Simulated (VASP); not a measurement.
Band structure of InP (space group P6_3mc). Method: r2SCAN meta-GGA, VASP's PBE PAW potentials (set 64) (plane waves; VASP 6.6.1).

Unless said otherwise, spin-orbit coupling is left out, though it shifts the bands of the heavy elements here.

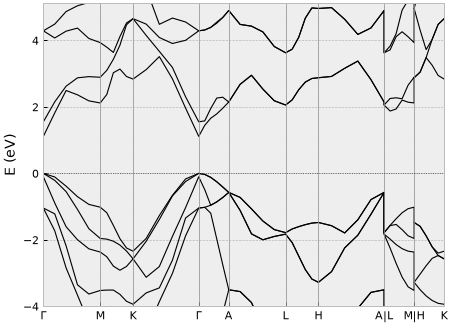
Figure. Bands along high-symmetry lines, zero at the valence-band maximum or, without a gap, the Fermi level

### Question
Read the plot: is there a gap, and where are the band edges?

### Answer
The gap is direct, 1.11 eV, from the valence maximum at Γ to the conduction minimum at Γ.

The structure comes from a computed database's InP entry (P6_3mc); how it stands against other phases isn't given here. It was relaxed first.
